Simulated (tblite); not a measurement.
# Geometry relaxation, with input and output: C₄H₁₄FPSi₂ (part 2 of 3)

C₄H₁₄FPSi₂; GFN2-xTB geometry optimisation, gas phase (tblite 0.8.0). 

Geometry of the input (Å):
```
C  -3.2404  0.4961  -0.1098
C  -2.0008  0.2071  -0.9176
C  -0.8146  0.4084  0.0311
C  -0.8927  -0.4857  1.2055
F  -0.8826  -1.8036  0.8367
Si 0.8156  0.2417  -0.8149
P  2.1881  -1.0377  0.3188
Si 4.1996  -0.1368  0.1655
H  -3.5168  -0.3127  0.5857
H  -4.1106  0.7103  -0.7774
H  -3.0643  1.4416  0.4694
H  -2.0720  -0.8533  -1.2436
H  -1.9580  0.8391  -1.7962
H  -0.9255  1.4709  0.3806
H  -1.8477  -0.3020  1.7480
H  -0.0477  -0.2422  1.9083
H  1.4333  1.6051  -0.8062
H  0.6686  -0.1690  -2.2211
H  2.1684  -2.4242  -0.1044
H  4.3911  0.4737  -1.1738
H  4.2246  0.9879  1.1162
H  5.2738  -1.0952  0.3967
```

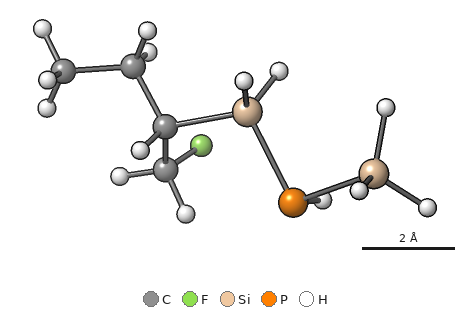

**Figure 1.** The geometry at step 93 of the log (ball-and-stick view, seen at a tilt).

**Trajectory as extended XYZ, continued**
```
22
Properties=species:S:1:pos:R:3:forces:R:3 step=41 energy=-718.81987
C    -3.3547    0.5648   -0.2231   -0.0150  -0.0020   0.0110
C    -1.9835    0.2667   -0.8212   -0.0270   0.0020  -0.0150
C    -0.8253    0.4361    0.1653   -0.0100   0.0090  -0.0150
C    -0.9311   -0.5293    1.3340    0.0000  -0.0150  -0.0070
F    -0.8385   -1.8274    0.8885   -0.0170  -0.0220  -0.0210
Si    0.8469    0.2210   -0.7579    0.0280  -0.0040  -0.0040
P     2.2339   -1.0168    0.4873    0.0150   0.0210   0.0270
Si    4.2363   -0.1194    0.1026    0.0060  -0.0010  -0.0110
H    -3.6454   -0.2007    0.4912   -0.0150  -0.0090   0.0070
H    -4.1060    0.5899   -1.0089   -0.0030  -0.0050  -0.0030
H    -3.3581    1.5276    0.2843    0.0240   0.0210  -0.0190
H    -1.9715   -0.7541   -1.2066   -0.0260  -0.0150   0.0120
H    -1.8126    0.9351   -1.6675    0.0100   0.0290   0.0030
H    -0.8803    1.4440    0.5862    0.0140   0.0120   0.0310
H    -1.8843   -0.4463    1.8654   -0.0130  -0.0140   0.0020
H    -0.1061   -0.3862    2.0411    0.0080   0.0070   0.0110
H     1.3879    1.5639   -1.0204   -0.0020  -0.0170  -0.0080
H     0.5924   -0.4239   -2.0510    0.0280   0.0050   0.0060
H     2.3632   -2.0150   -0.4539    0.0010  -0.0330   0.0060
H     4.4247    0.3581   -1.2696   -0.0070   0.0180   0.0110
H     4.3765    0.9901    1.0452    0.0080   0.0010  -0.0320
H     5.2253   -1.1588    0.3867   -0.0080   0.0110   0.0060
22
Properties=species:S:1:pos:R:3:forces:R:3 step=52 energy=-718.82639
C    -3.3587    0.5944   -0.2300   -0.0110  -0.0090   0.0100
C    -1.9827    0.2819   -0.8122   -0.0590   0.0120  -0.0420
C    -0.8261    0.4154    0.1833   -0.0500   0.0310  -0.0520
C    -0.9541   -0.5722    1.3308    0.0160   0.0120  -0.0230
F    -0.8634   -1.8617    0.8605   -0.0010  -0.0160   0.0080
Si    0.8492    0.2043   -0.7416    0.0130  -0.0190  -0.0040
P     2.2611   -0.9904    0.5177    0.0240   0.0000  -0.0010
Si    4.2573   -0.1014    0.0713   -0.0180   0.0060   0.0210
H    -3.6539   -0.1449    0.5097    0.0140   0.0000   0.0270
H    -4.1066    0.5784   -1.0212    0.0380   0.0430   0.0170
H    -3.3681    1.5779    0.2380    0.0040  -0.0210  -0.0260
H    -1.9864   -0.7330   -1.2134   -0.0070  -0.0130   0.0140
H    -1.8001    0.9619   -1.6467    0.0430   0.0110  -0.0080
H    -0.8687    1.4128    0.6295    0.0070   0.0300   0.0110
H    -1.9133   -0.4922    1.8526   -0.0070  -0.0230  -0.0190
H    -0.1396   -0.4390    2.0506    0.0370  -0.0470   0.0220
H     1.3877    1.5390   -1.0431   -0.0190   0.0190   0.0370
H     0.6106   -0.4474   -2.0330   -0.0060  -0.0410   0.0010
H     2.3587   -2.0417   -0.3727    0.0140   0.0450   0.0300
H     4.4429    0.3853   -1.2989   -0.0250  -0.0450   0.0070
H     4.3962    1.0277    0.9914    0.0130  -0.0100  -0.0080
H     5.2477   -1.1357    0.3750   -0.0220   0.0370  -0.0250
22
Properties=species:S:1:pos:R:3:forces:R:3 step=62 energy=-718.84916
C    -3.3541    0.7073   -0.2437    0.0010   0.0050   0.0210
C    -1.9853    0.3275   -0.8026   -0.0390   0.0000  -0.0540
C    -0.8355    0.3543    0.2108   -0.0580  -0.0280  -0.0320
C    -1.0043   -0.7134    1.2796   -0.0280   0.0020  -0.0020
F    -0.9246   -1.9672    0.7133    0.0150   0.0310  -0.0210
Si    0.8463    0.1309   -0.6942    0.0320   0.0310   0.0200
P     2.3184   -0.8709    0.6608    0.0690   0.0130  -0.0020
Si    4.2775   -0.0176    0.0079    0.0190  -0.0110   0.0110
H    -3.6418    0.0451    0.5688   -0.0170   0.0280   0.0240
H    -4.1102    0.6138   -1.0235    0.0780   0.0580   0.0370
H    -3.3580    1.7336    0.1207    0.0170  -0.0450   0.0140
H    -2.0541   -0.6744   -1.2276    0.0540  -0.0400  -0.0200
H    -1.7421    1.0162   -1.6139    0.0210  -0.0120  -0.0410
H    -0.8389    1.3292    0.7112   -0.0180  -0.0960   0.0550
H    -1.9763   -0.6609    1.7787   -0.0210  -0.0130   0.0300
H    -0.2051   -0.6611    2.0281    0.0000   0.0110  -0.0200
H     1.3153    1.4905   -0.9937    0.0230   0.0100  -0.0940
H     0.6803   -0.6184   -1.9450   -0.0280   0.0410   0.0420
H     2.4032   -2.0403   -0.0702    0.0050   0.0700   0.0240
H     4.3813    0.3552   -1.4082   -0.0690  -0.0190   0.0500
H     4.5005    1.1661    0.8416   -0.0330  -0.0330  -0.0470
H     5.2970   -1.0259    0.2987   -0.0220  -0.0050   0.0060
22
Properties=species:S:1:pos:R:3:forces:R:3 step=72 energy=-718.88625
C    -3.3085    0.8402   -0.2439   -0.0410   0.0720   0.0000
C    -1.9749    0.3494   -0.8083   -0.0620   0.0690  -0.0160
C    -0.8540    0.2619    0.2335   -0.0500  -0.0250  -0.0150
C    -1.0731   -0.9015    1.1839    0.0200   0.0060   0.0560
F    -0.9955   -2.1035    0.5147    0.0210   0.0650  -0.0320
Si    0.8614    0.0864   -0.6087    0.0190   0.0380  -0.0590
P     2.3877   -0.6664    0.8546   -0.0240   0.0530  -0.0010
Si    4.2930    0.0611   -0.0551   -0.0390   0.0180   0.0090
H    -3.6128    0.2831    0.6401    0.0420  -0.0570  -0.0700
H    -4.0953    0.7370   -0.9919    0.0880   0.0060   0.0450
H    -3.2464    1.8921    0.0340    0.0530  -0.0370  -0.0030
H    -2.1092   -0.6331   -1.2661    0.0140  -0.0120   0.0870
H    -1.6730    1.0315   -1.6063    0.0420   0.0020   0.0150
H    -0.8609    1.1712    0.8477   -0.0240  -0.0710  -0.0690
H    -2.0520   -0.8805    1.6717   -0.0320  -0.0240  -0.0040
H    -0.2842   -0.9139    1.9417    0.0310  -0.0810   0.0990
H     1.2561    1.4383   -1.0352   -0.0050  -0.0340  -0.0440
H     0.7352   -0.7771   -1.7882    0.0260   0.0190   0.0270
H     2.4700   -1.9419    0.3406   -0.0540  -0.0070  -0.0150
H     4.1935    0.2762   -1.5011    0.0070   0.0070   0.0080
H     4.5817    1.3219    0.6272    0.0140   0.0020  -0.0370
H     5.3508   -0.9131    0.2126   -0.0450  -0.0100   0.0230
22
Properties=species:S:1:pos:R:3:forces:R:3 step=83 energy=-718.91334
C    -3.2446    0.9293   -0.2300   -0.0160  -0.0090   0.0010
C    -1.9590    0.3455   -0.8056    0.0320   0.0130   0.0380
C    -0.8568    0.1998    0.2497    0.0040  -0.0370   0.0090
C    -1.0958   -1.0235    1.1209    0.0110  -0.0020   0.0320
F    -0.9999   -2.1661    0.3553   -0.0170   0.0090   0.0370
Si    0.8678    0.0807   -0.5744   -0.0540  -0.0040  -0.0300
P     2.3776   -0.4801    0.9751    0.0080   0.0090   0.0280
Si    4.2445    0.1178   -0.0866    0.0460   0.0090  -0.0250
H    -3.5650    0.3727    0.6470   -0.0270  -0.0030   0.0070
H    -4.0453    0.8893   -0.9628   -0.0180   0.0030  -0.0570
H    -3.1005    1.9685    0.0566    0.0320   0.0050   0.0350
H    -2.1612   -0.6351   -1.2443    0.0380   0.0580   0.0420
H    -1.5996    0.9946   -1.6061   -0.0350   0.0000  -0.0210
H    -0.8836    1.0750    0.9075    0.0200  -0.0430  -0.0030
H    -2.0886   -1.0353    1.5858   -0.0060  -0.0260  -0.0890
H    -0.3372   -1.1157    1.9066    0.0560   0.0410  -0.0160
H     1.2168    1.3967   -1.1237   -0.0340   0.0440   0.0080
H     0.8149   -0.8638   -1.6912    0.0020  -0.0450  -0.0220
H     2.4330   -1.8085    0.6119   -0.0130  -0.0090   0.0140
H     4.0503    0.2144   -1.5351    0.0200   0.0010  -0.0150
H     4.6267    1.4226    0.4486   -0.0190   0.0140  -0.0010
H     5.2950   -0.8595    0.1923   -0.0290  -0.0280   0.0300
22
Properties=species:S:1:pos:R:3:forces:R:3 step=93 energy=-718.92357
C    -3.2271    0.9548   -0.2211   -0.0150  -0.0120   0.0000
C    -1.9508    0.3483   -0.7925   -0.0130   0.0030   0.0110
C    -0.8475    0.1768    0.2526   -0.0080  -0.0250   0.0160
C    -1.0896   -1.0613    1.0992    0.0060  -0.0180   0.0150
F    -0.9723   -2.1987    0.3290    0.0260   0.0150  -0.0210
Si    0.8635    0.0765   -0.5871   -0.0070  -0.0170  -0.0210
P     2.3637   -0.3981    0.9941    0.0260  -0.0250  -0.0040
Si    4.2300    0.1327   -0.1036    0.0370  -0.0140   0.0080
H    -3.5874    0.3844    0.6319   -0.0030   0.0010  -0.0020
H    -4.0103    0.9637   -0.9749   -0.0140   0.0170  -0.0170
H    -3.0495    1.9794    0.0998    0.0030  -0.0120   0.0240
H    -2.1612   -0.6341   -1.2194   -0.0350   0.0320  -0.0350
H    -1.5921    0.9868   -1.6024   -0.0030  -0.0040   0.0080
H    -0.8542    1.0304    0.9374   -0.0320   0.0150  -0.0150
H    -2.0950   -1.0893    1.5324    0.0000   0.0020   0.0090
H    -0.3406   -1.1500    1.8938    0.0100   0.0140   0.0220
H     1.1624    1.3956   -1.1565   -0.0060   0.0240  -0.0190
H     0.8395   -0.9071   -1.6716   -0.0010  -0.0030  -0.0180
H     2.4007   -1.7458    0.7018    0.0150   0.0140   0.0300
H     4.0425    0.1933   -1.5563    0.0170  -0.0200   0.0160
H     4.6217    1.4524    0.3889    0.0090  -0.0140  -0.0060
H     5.2431   -0.8713    0.2222   -0.0120   0.0290   0.0000
22
Properties=species:S:1:pos:R:3:forces:R:3 step=103 energy=-718.93027
C    -3.2304    0.9651   -0.2089   -0.0200  -0.0050   0.0030
C    -1.9652    0.3470   -0.7924   -0.0190   0.0240   0.0080
C    -0.8549    0.1618    0.2438    0.0050   0.0030  -0.0060
C    -1.0732   -1.0775    1.0936   -0.0120  -0.0150  -0.0210
F    -0.9097   -2.2092    0.3236    0.0210  -0.0330  -0.0150
Si    0.8526    0.0728   -0.6097   -0.0090  -0.0100  -0.0070
P     2.3547   -0.3432    0.9881    0.0280  -0.0130   0.0120
Si    4.2385    0.1249   -0.1041    0.0250   0.0160   0.0130
H    -3.6286    0.3651    0.6056    0.0070  -0.0280   0.0050
H    -3.9957    1.0418   -0.9773   -0.0260   0.0190  -0.0010
H    -3.0247    1.9634    0.1725    0.0020  -0.0020   0.0000
H    -2.1990   -0.6204   -1.2409    0.0280   0.0010   0.0250
H    -1.6006    0.9947   -1.5925   -0.0120   0.0000  -0.0030
H    -0.8609    1.0176    0.9262   -0.0060   0.0010   0.0000
H    -2.0823   -1.1391    1.5131   -0.0220   0.0210   0.0100
H    -0.3322   -1.1422    1.8995   -0.0060   0.0190  -0.0160
H     1.1154    1.3953   -1.1922    0.0210   0.0020  -0.0040
H     0.8457   -0.9167   -1.6902   -0.0070  -0.0010   0.0090
H     2.4041   -1.7039    0.7735   -0.0300  -0.0010  -0.0020
H     4.0719    0.1465   -1.5597    0.0130  -0.0230   0.0060
H     4.6281    1.4551    0.3601    0.0330  -0.0080  -0.0150
H     5.2359   -0.8797    0.2657   -0.0120   0.0330  -0.0020
22
Properties=species:S:1:pos:R:3:forces:R:3 step=114 energy=-718.93456
C    -3.2501    0.9535   -0.1984   -0.0070  -0.0010   0.0140
C    -1.9818    0.3521   -0.7940    0.0010   0.0090   0.0000
C    -0.8611    0.1694    0.2332    0.0000   0.0190  -0.0140
C    -1.0632   -1.0686    1.0896   -0.0100   0.0080  -0.0160
F    -0.8578   -2.2058    0.3373    0.0010  -0.0070  -0.0190
Si    0.8455    0.0800   -0.6273   -0.0130   0.0070   0.0020
P     2.3539   -0.3267    0.9700   -0.0050   0.0270   0.0030
Si    4.2620    0.1162   -0.0952   -0.0100   0.0190   0.0040
H    -3.6630    0.3120    0.5756   -0.0220  -0.0120   0.0190
H    -4.0061    1.0862   -0.9702    0.0190  -0.0220   0.0200
H    -3.0378    1.9270    0.2410    0.0000  -0.0200  -0.0080
H    -2.2051   -0.6162   -1.2466    0.0040   0.0160   0.0110
H    -1.6322    1.0103   -1.5918    0.0220  -0.0020  -0.0030
H    -0.8657    1.0249    0.9163   -0.0010   0.0060  -0.0110
H    -2.0762   -1.1497    1.4965   -0.0130   0.0100   0.0020
H    -0.3314   -1.1017    1.9053   -0.0080  -0.0040  -0.0030
H     1.1135    1.3964   -1.2199    0.0110   0.0120  -0.0040
H     0.8244   -0.9159   -1.7014    0.0050  -0.0050   0.0080
H     2.3758   -1.6890    0.7667    0.0170  -0.0120  -0.0010
H     4.1295    0.0951   -1.5537    0.0000  -0.0070  -0.0040
H     4.6713    1.4502    0.3438   -0.0150  -0.0190  -0.0170
H     5.2449   -0.8804    0.3205    0.0220  -0.0220   0.0160
22
Properties=species:S:1:pos:R:3:forces:R:3 step=124 energy=-718.93701
C    -3.2613    0.9427   -0.1806    0.0080  -0.0030  -0.0090
C    -1.9891    0.3618   -0.7905    0.0070   0.0040  -0.0100
C    -0.8602    0.1783    0.2260   -0.0170   0.0080   0.0040
C    -1.0681   -1.0668    1.0713    0.0060   0.0080   0.0000
F    -0.8484   -2.1967    0.3103   -0.0060   0.0100  -0.0020
Si    0.8482    0.0902   -0.6330    0.0050  -0.0090   0.0160
P     2.3599   -0.2955    0.9698   -0.0150   0.0120  -0.0030
Si    4.2769    0.1047   -0.0959   -0.0140   0.0370  -0.0090
H    -3.6786    0.2845    0.5777    0.0140  -0.0180  -0.0020
H    -4.0122    1.0858   -0.9550   -0.0010   0.0050   0.0300
H    -3.0549    1.9065    0.2822   -0.0070  -0.0120  -0.0250
H    -2.2071   -0.6048   -1.2492    0.0090   0.0240  -0.0100
H    -1.6484    1.0308   -1.5831   -0.0050   0.0020  -0.0070
H    -0.8618    1.0342    0.9081   -0.0060  -0.0140   0.0300
H    -2.0870   -1.1550    1.4633    0.0130   0.0120  -0.0040
H    -0.3482   -1.1064    1.8963    0.0100  -0.0020   0.0100
H     1.1258    1.4002   -1.2378   -0.0130  -0.0150   0.0010
H     0.8275   -0.9286   -1.6845    0.0120   0.0070  -0.0170
H     2.3761   -1.6623    0.7951    0.0030  -0.0030   0.0000
H     4.1585    0.0421   -1.5547   -0.0040  -0.0170   0.0020
H     4.6863    1.4516    0.3005   -0.0110  -0.0110  -0.0090
H     5.2555   -0.8781    0.3611    0.0130  -0.0230   0.0140
22
Properties=species:S:1:pos:R:3:forces:R:3 step=134 energy=-718.93976
C    -3.2686    0.9315   -0.1636    0.0020  -0.0050  -0.0020
C    -1.9892    0.3856   -0.7893    0.0020  -0.0040  -0.0090
C    -0.8606    0.1879    0.2258   -0.0160  -0.0220  -0.0020
C    -1.0746   -1.0710    1.0485    0.0070  -0.0110   0.0020
F    -0.8432   -2.1867    0.2702   -0.0180  -0.0050   0.0090
Si    0.8480    0.0931   -0.6339    0.0190   0.0040   0.0160
P     2.3679   -0.2408    0.9738   -0.0370  -0.0020  -0.0010
Si    4.2902    0.0939   -0.1028   -0.0250   0.0160  -0.0300
H    -3.6699    0.2465    0.5791    0.0010  -0.0080   0.0150
H    -4.0283    1.0794   -0.9282    0.0130   0.0090   0.0100
H    -3.0752    1.8865    0.3211   -0.0140   0.0030  -0.0120
H    -2.1964   -0.5715   -1.2714    0.0170   0.0050  -0.0150
H    -1.6589    1.0765   -1.5674    0.0140   0.0130   0.0110
H    -0.8637    1.0280    0.9278    0.0120   0.0030  -0.0220
H    -2.0985   -1.1648    1.4256    0.0170  -0.0110   0.0030
H    -0.3659   -1.1257    1.8822    0.0110   0.0100   0.0020
H     1.1151    1.3898   -1.2665   -0.0030   0.0290  -0.0030
H     0.8453   -0.9389   -1.6730   -0.0070  -0.0020   0.0020
H     2.3771   -1.6136    0.8560   -0.0100  -0.0060  -0.0010
H     4.1899   -0.0547   -1.5574   -0.0120  -0.0070   0.0160
H     4.6940    1.4601    0.2236    0.0080  -0.0030  -0.0110
H     5.2550   -0.8717    0.4174    0.0190  -0.0060   0.0190
```
